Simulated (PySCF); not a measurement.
# CH4SSi (SMILES C[Si]S) at 4 levels

We compute a comparison of 4 runs (HF/STO-3G, HF/def2-SVP, B3LYP/6-31G*, B2PLYP/cc-pVTZ) of CH4SSi. The job is set up through a Python script.

The calculation is run with PySCF 2.14.0.

### Step 1. The molecule

The species is CH4SSi (7 atoms), meant as a singlet with charge 0. SMILES: `C[Si]S`. Geometry: relaxed at PBE0-D4/def2-TZVP. This is one conformer, not always the lowest.

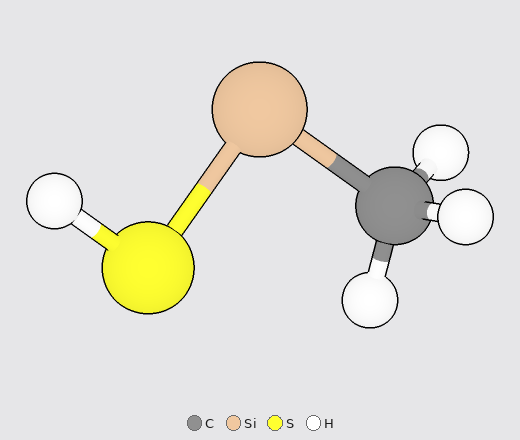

Viewed from a chosen angle; carbon grey, silicon light orange, sulfur yellow, hydrogen white.

### Step 2. Energy and gradient at HF/STO-3G (run 1)

File calc.py:

```python
from pyscf import gto

system = gto.M(
    atom='''
C     -1.573953     1.171441    -0.490006
Si     0.991350     0.418952     1.907490
S      2.509367    -2.735945    -0.082770
H     -2.235357    -0.412905    -1.634991
H     -0.787071     2.597995    -1.777098
H     -3.187212     2.058290     0.447865
H      4.398338    -3.226518     1.542772
''',
    verbose=4,
    basis='sto-3g',
    unit='bohr',
    spin=0,
    max_memory=1860,
)

mf = system.RHF()
mf.conv_tol = 1e-10
mf.kernel()
if not mf.converged:
    mf = mf.newton().run(mf.mo_coeff, mf.mo_occ)

etot = mf.e_tot
print(f'total energy: {etot:.8f} hartree')
grad = mf.nuc_grad_method().kernel()
mf.analyze()
```

Command:

```sh
$ OMP_NUM_THREADS=1 python calc.py
```

What it wrote:

```text
PySCF version 2.14.0

[... 77 lines left out ...]
Total Energy =                        -718.493267714947365
[... 2 lines left out ...]
Two-electron Energy =                  412.572030968558636
[... 4 lines left out ...]
MO #1   energy= -90.675870879593   occ= 2
[... 2 lines left out ...]
MO #4   energy= -8.59057300771608  occ= 2
[... 2 lines left out ...]
MO #7   energy= -6.21802696294313  occ= 2
[... 2 lines left out ...]
MO #10  energy= -3.93049149869269  occ= 2
[... 2 lines left out ...]
MO #13  energy= -0.853577616244116 occ= 2
[... 2 lines left out ...]
MO #16  energy= -0.500752688807297 occ= 2
[... 2 lines left out ...]
MO #19  energy= -0.261632120683454 occ= 2
[... 2 lines left out ...]
MO #22  energy= 0.428430652455618  occ= 0
[... 2 lines left out ...]
MO #25  energy= 0.720380312388324  occ= 0
MO #26  energy= 0.745942556437876  occ= 0
MO #27  energy= 0.766423775940094  occ= 0
 ** Mulliken pop on meta-lowdin orthogonal AOs  **
 ** Mulliken pop  **
pop of  0 C 1s            1.99978
pop of  0 C 2s            1.07072
pop of  0 C 2px           1.09349
pop of  0 C 2py           1.04109
pop of  0 C 2pz           1.08555
pop of  1 Si 1s           2.00000
pop of  1 Si 2s           1.99991
pop of  1 Si 3s           1.74600
pop of  1 Si 2px          1.99915
pop of  1 Si 2py          1.99912
pop of  1 Si 2pz          1.99917
pop of  1 Si 3px          0.52220
pop of  1 Si 3py          0.52831
pop of  1 Si 3pz          0.84130
pop of  2 S 1s            2.00000
pop of  2 S 2s            1.99969
pop of  2 S 3s            1.79250
pop of  2 S 2px           1.99944
pop of  2 S 2py           1.99958
pop of  2 S 2pz           1.99950
pop of  2 S 3px           1.31534
pop of  2 S 3py           1.51458
pop of  2 S 3pz           1.45988
pop of  3 H 1s            0.97565
pop of  4 H 1s            0.97667
pop of  5 H 1s            0.97942
pop of  6 H 1s            1.06196
 ** Mulliken atomic charges  **
charge of    0C =     -0.29062
charge of    1Si =      0.36484
charge of    2S =     -0.08051
charge of    3H =      0.02435
charge of    4H =      0.02333
charge of    5H =      0.02058
charge of    6H =     -0.06196
Dipole moment(X, Y, Z, Debye):  0.10445,  0.73035,  0.95596
```

It took 1.4 s on 1 thread of Intel Xeon at 2.70GHz, shared host; peak memory 0.12 GiB.

### Step 3. Energy and gradient at HF/def2-SVP (run 2)

File job.py:

```python
import pyscf.grad
from pyscf import gto, scf

mol = gto.Mole()
mol.atom = '''
C     -1.573953     1.171441    -0.490006
Si     0.991350     0.418952     1.907490
S      2.509367    -2.735945    -0.082770
H     -2.235357    -0.412905    -1.634991
H     -0.787071     2.597995    -1.777098
H     -3.187212     2.058290     0.447865
H      4.398338    -3.226518     1.542772
'''
mol.verbose = 3
mol.spin = 0
mol.max_memory = 1860
mol.unit = 'bohr'
mol.basis = 'def2-svp'
mol.build()

hf = scf.RHF(mol)
hf.conv_tol = 1e-10
hf.kernel()
if not hf.converged:
    hf = hf.newton().run(hf.mo_coeff, hf.mo_occ)

e_final = hf.e_tot
print('Final energy', e_final)
grad = hf.Gradients().kernel()
dip = hf.dip_moment()
pop, q = hf.mulliken_pop()
```

Command:

```sh
$ OMP_NUM_THREADS=1 python job.py
```

What it wrote:

```text
converged SCF energy = -726.408110691914
Final energy -726.4081106919137
--------------- RHF gradients ---------------
         x                y                z
0 C     0.0032905141    -0.0039137716     0.0011416234
1 Si     0.0007363005    -0.0015879594    -0.0017974242
2 S    -0.0075637825     0.0040329801    -0.0039441504
3 H     0.0000247648    -0.0002347749    -0.0005937724
4 H     0.0005473913     0.0004241401     0.0000295897
5 H     0.0004232822     0.0002088310     0.0009262328
6 H     0.0025415296     0.0010705547     0.0042379010
----------------------------------------------
Dipole moment(X, Y, Z, Debye): -0.27650,  0.42540,  0.08439
 ** Mulliken pop  **
pop of  0 C 1s            1.98901
pop of  0 C 2s            0.83892
pop of  0 C 3s            0.35080
pop of  0 C 2px           0.68804
pop of  0 C 2py           0.67432
pop of  0 C 2pz           0.68562
pop of  0 C 3px           0.39189
pop of  0 C 3py           0.38263
pop of  0 C 3pz           0.39346
pop of  0 C 3dxy          0.00584
pop of  0 C 3dyz          0.00775
pop of  0 C 3dz^2         0.00055
pop of  0 C 3dxz          0.00656
pop of  0 C 3dx2-y2       0.00305
pop of  1 Si 1s           1.99957
pop of  1 Si 2s           1.99267
pop of  1 Si 3s           1.18501
pop of  1 Si 4s           0.55075
pop of  1 Si 2px          1.97820
pop of  1 Si 2py          1.97747
pop of  1 Si 2pz          1.98061
pop of  1 Si 3px          0.28686
pop of  1 Si 3py          0.25476
pop of  1 Si 3pz          0.40324
pop of  1 Si 4px          0.19768
pop of  1 Si 4py          0.20255
pop of  1 Si 4pz          0.39357
pop of  1 Si 3dxy         0.02360
pop of  1 Si 3dyz         0.03420
pop of  1 Si 3dz^2        0.01761
pop of  1 Si 3dxz         0.05491
pop of  1 Si 3dx2-y2      0.03797
pop of  2 S 1s            1.99946
pop of  2 S 2s            1.99135
pop of  2 S 3s            1.16835
pop of  2 S 4s            0.68274
pop of  2 S 2px           1.97867
pop of  2 S 2py           1.98023
pop of  2 S 2pz           1.97993
pop of  2 S 3px           0.54994
pop of  2 S 3py           0.60783
pop of  2 S 3pz           0.59701
pop of  2 S 4px           0.81324
pop of  2 S 4py           0.96458
pop of  2 S 4pz           0.93948
pop of  2 S 3dxy          0.00514
pop of  2 S 3dyz          0.01125
pop of  2 S 3dz^2         0.00406
pop of  2 S 3dxz          0.02512
pop of  2 S 3dx2-y2       0.01157
pop of  3 H 1s            0.73565
pop of  3 H 2s            0.16036
pop of  3 H 2px           0.00539
pop of  3 H 2py           0.01261
pop of  3 H 2pz           0.00847
pop of  4 H 1s            0.73193
pop of  4 H 2s            0.16973
pop of  4 H 2px           0.00685
pop of  4 H 2py           0.01044
pop of  4 H 2pz           0.01016
pop of  5 H 1s            0.73886
pop of  5 H 2s            0.16613
pop of  5 H 2px           0.01277
pop of  5 H 2py           0.00648
pop of  5 H 2pz           0.00749
pop of  6 H 1s            0.71125
pop of  6 H 2s            0.17344
pop of  6 H 2px           0.01455
pop of  6 H 2py           0.00585
pop of  6 H 2pz           0.01196
 ** Mulliken atomic charges  **
charge of    0C =     -0.41844
charge of    1Si =      0.42878
charge of    2S =     -0.30996
charge of    3H =      0.07752
charge of    4H =      0.07089
charge of    5H =      0.06827
charge of    6H =      0.08294
```

Wall time 3.9 s (1 thread of Intel Xeon at 2.70GHz, shared host); peak memory 0.14 GiB.

Run 3 isn't shown in full; the table further down has it.

### Step 4. A single-point energy at B2PLYP/cc-pVTZ (run 4)

File calc.py:

```python
# C[Si]S
from pyscf import gto, dft, mp

mol = gto.M(
    atom='''
C     -1.573953     1.171441    -0.490006
Si     0.991350     0.418952     1.907490
S      2.509367    -2.735945    -0.082770
H     -2.235357    -0.412905    -1.634991
H     -0.787071     2.597995    -1.777098
H     -3.187212     2.058290     0.447865
H      4.398338    -3.226518     1.542772
''',
    max_memory=1860,
    unit='bohr',
    verbose=4,
    charge=0,
    basis='cc-pvtz',
)

ks = dft.RKS(mol)
ks.xc = '0.53*HF + 0.47*B88, 0.73*LYP'
ks.conv_tol = 1e-10
ks.grids.level = 5
ks.kernel()
if not ks.converged:
    ks = ks.newton().run(ks.mo_coeff, ks.mo_occ)

pt = mp.MP2(ks, frozen=11).run()
etot = ks.e_tot + 0.27 * pt.e_corr
print('PT2 part  %.8f' % (0.27 * pt.e_corr))
print(f'total energy: {etot:.8f} hartree')
dip = ks.dip_moment()
pop, q = ks.mulliken_pop()
```

Command:

```sh
$ OMP_NUM_THREADS=1 python calc.py
```

What it wrote:

```text
PySCF version 2.14.0

[... 77 lines left out ...]
converged SCF energy = -727.796825550099
[... 9 lines left out ...]
total energy: -727.94993821 hartree
Dipole moment(X, Y, Z, Debye): -0.31716,  0.40594,  0.01917
[... 123 lines left out ...]
pop of  4 H 3dyz          0.00058
pop of  4 H 3dz^2         0.00059
pop of  4 H 3dxz          0.00043
pop of  4 H 3dx2-y2       0.00046
pop of  5 H 1s            0.26936
pop of  5 H 2s            0.47787
pop of  5 H 3s            0.11607
pop of  5 H 2px           0.00456
pop of  5 H 2py           0.00214
pop of  5 H 2pz           0.00241
pop of  5 H 3px           0.00757
pop of  5 H 3py           0.00825
pop of  5 H 3pz           0.00804
pop of  5 H 3dxy          0.00055
pop of  5 H 3dyz          0.00032
pop of  5 H 3dz^2         0.00048
pop of  5 H 3dxz          0.00058
pop of  5 H 3dx2-y2       0.00059
pop of  6 H 1s            0.24075
pop of  6 H 2s            0.48215
pop of  6 H 3s            0.12097
pop of  6 H 2px           0.00364
pop of  6 H 2py           0.00124
pop of  6 H 2pz           0.00297
pop of  6 H 3px           0.01414
pop of  6 H 3py           0.01291
pop of  6 H 3pz           0.01263
pop of  6 H 3dxy          0.00049
pop of  6 H 3dyz          0.00030
pop of  6 H 3dz^2         0.00052
pop of  6 H 3dxz          0.00056
pop of  6 H 3dx2-y2       0.00042
 ** Mulliken atomic charges  **
charge of    0C =     -0.39635
charge of    1Si =      0.21220
charge of    2S =     -0.22858
charge of    3H =      0.10579
charge of    4H =      0.09942
charge of    5H =      0.10120
charge of    6H =      0.10631
```

It took 41 s on 1 thread of Intel Xeon at 2.70GHz, shared host; peak memory 1.1 GiB.

### Step 5. The series

| run | level | Cartesian functions | integration grid | energy (Eh) | dipole moment (D) | HOMO energy (eV) | LUMO energy (eV) | wall time |
| --- | --- | --- | --- | --- | --- | --- | --- | --- |
| 1 | HF/STO-3G | no | – | -718.493268 | 1.21 | -5.86 | 6.10 | 1.4 s |
| 2 | HF/def2-SVP | no | – | -726.408111 | 0.51 | -8.78 | 1.23 | 3.9 s |
| 3 | B3LYP/6-31G* (Cartesian functions) | yes | 5 | -728.191750 | 0.58 | -6.21 | -2.19 | 19 s |
| 4 | B2PLYP/cc-pVTZ | no | 5 | -727.949938 | 0.52 | -7.32 | -0.84 | 41 s |

### Step 6. What came out

| quantity | value |
| --- | --- |
| run 4: total energy | -727.94994 Eh |
| run 4: dipole moment (SCF part) | 0.52 D |
| run 4: HOMO energy (SCF part's orbitals) | -7.32 eV |
| run 4: LUMO energy (SCF part's orbitals) | -0.84 eV |
| run 4: HOMO–LUMO gap (SCF part's orbitals) | 6.48 eV |

What this shows: The dipole moment (its size) runs from 0.51 D (HF/def2-SVP) to 1.21 D (HF/STO-3G). The HOMO–LUMO gap runs from 4.03 eV (B3LYP/6-31G*) to 11.96 eV (HF/STO-3G). The two ends differ in method and basis. Totals of different functionals can't be ranked against each other. In run 1 the basis is minimal, so the values are rough. All runs together took 65 s, the longest 41 s.
